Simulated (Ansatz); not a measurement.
CH4Ge···HCl

The calculation's input:

```
crystal:
  periodic: [false, false, false]
  atoms:
    - { symbol: Ge, position_ang: [0.0, 0.0, 0.0] }
    - { symbol: Cl, position_ang: [1.3501, 0.0, 2.0083] }
    - { symbol: H, position_ang: [1.741, 0.0, 0.178] }
    - { symbol: H, position_ang: [-0.73, 1.2648, -0.5162] }
    - { symbol: C, position_ang: [-0.9232, -1.5994, -0.6527] }
    - { symbol: H, position_ang: [-1.4228, -2.1111, 0.1962] }
    - { symbol: H, position_ang: [-1.6833, -1.3066, -1.4068] }
    - { symbol: H, position_ang: [-0.1873, -2.288, -1.1178] }
basis:
  gaussian: { orbitals: def2-SVP }
hamiltonian:
  xc: hf
relax:
  f_tol: 0.15
  max_steps: 25
  restrain:
    - { distance: [1, 2], at: 1.37, k: 30.0 }
    - { distance: [0, 1], at: 3.42, k: 30.0 }
    - { distance: [0, 2], at: 2.75, k: 30.0 }
output:
  orbitals: {}
```

Command:

```sh
ansatz run input.yaml --threads 1 --pin off --max-ram 2048MiB --backend cpu --events-out ev --progress --plain --runs-dir out
```

The fields are those of the run's last geometry, not of the input's.

Not at a stationary point (largest force 1.4 eV/Å).

Method: Ansatz 0.2.0, RHF/def2-SVP.

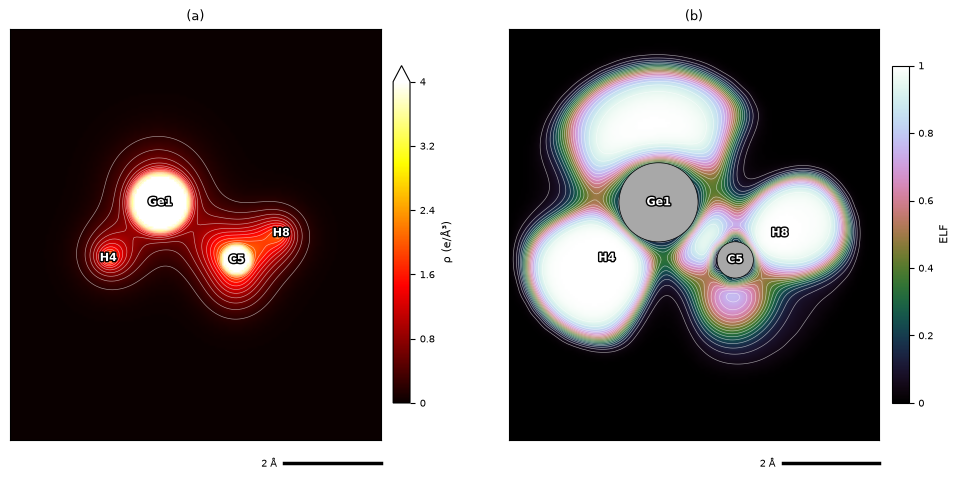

Figure 1. (a) electron density; (b) electron localisation function on the plane of atoms H4, Ge1 and C5. Grey discs cover the atomic cores in the ELF map.

### What does the map show?

- The section cuts through Ge, H and C sites.
- C–Ge (1.99 Å): ρ is about 0.84 e/Å³ halfway; the ELF peaks at about 0.95 in the valence shell of C, 0.7 Å from its nucleus, and is about 0.75 at the midpoint.
- C–H (1.09 Å): the density is about 1.9 e/Å³ at the midpoint; the ELF climbs to about 1 towards the hydrogen, as it does in any bond to H (a covalent bond by its length).
- Ge–H (1.58 Å): ρ at the midpoint is about 0.93 e/Å³; the ELF climbs to about 1 towards the hydrogen.

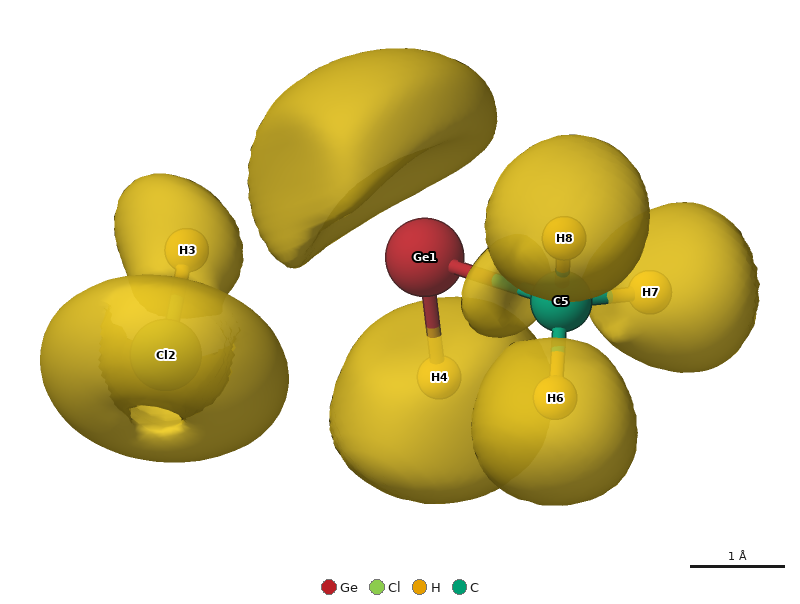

Figure 2. Isosurface of the ELF at 0.8 (yellow), seen from one side. Core shells and regions of very low density are left out.

### Describe the localisation domains.

The ELF exceeds this value in five regions around hydrogen nuclei, one lobe of the valence shell of C pointing towards Ge (polar bonds), one ring or bowl of non-bonding electrons around Cl and one lobe on Ge, pointing away from the bonds (lone pairs).


Ge1···H3 (2.75 Å): the ELF dips to about 0.05 between them.

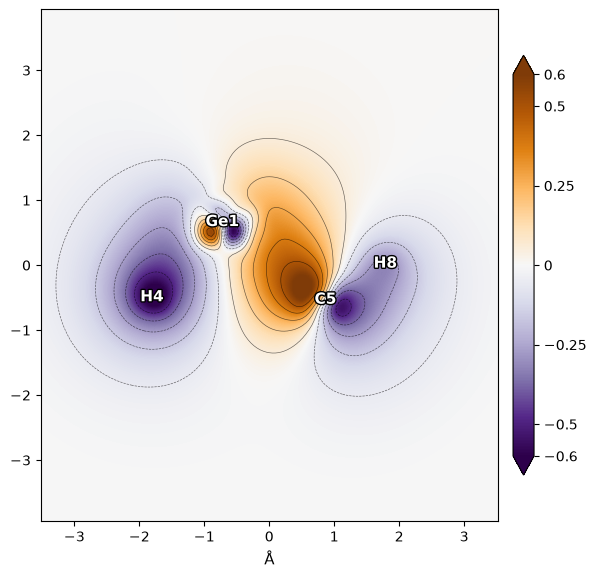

Figure 3. The HOMO−1 on the plane of atoms H4, Ge1 and C5 (values in Å⁻³ᐟ²; the overall sign is arbitrary).

### Where does this orbital lie, and at what energy?

By Hirshfeld shares it lies mainly on Ge1 (about 35 %), C5 (about 30 %) and H4 (about 25 %). Its energy is −11.57 eV.
